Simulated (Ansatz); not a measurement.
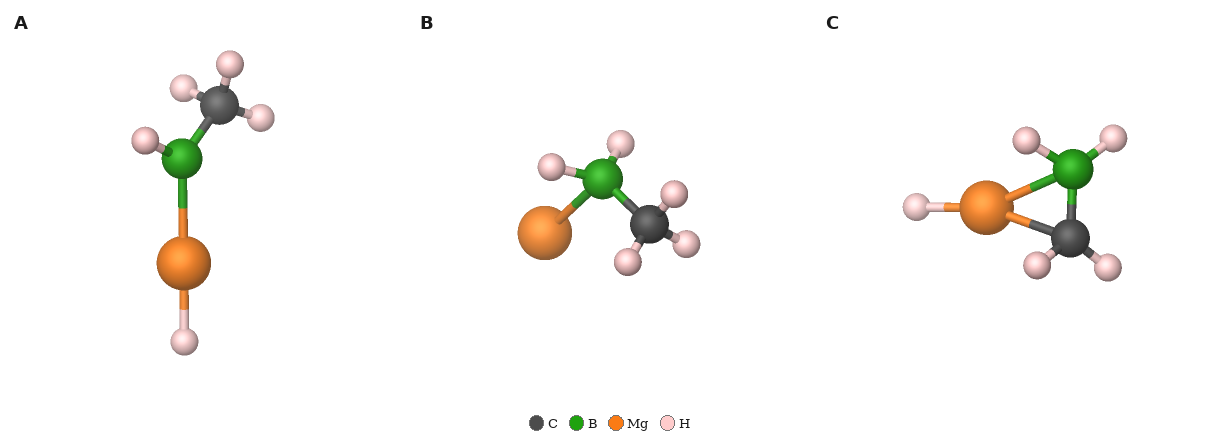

3 stationary structures of one formula. Geometries: PBE-D4/def2-SVP. Electronic energies: PBE-D4/def2-SVP (Ansatz 0.2.0), without zero-point energy. No frequency run is at hand to confirm each as a minimum. Each is one conformer, not always the lowest.

Question: Rank them by energy, lowest first.

Answer: B is lowest; C lies 0.131 eV above it (C1), A lies 1.103 eV above it (C1).
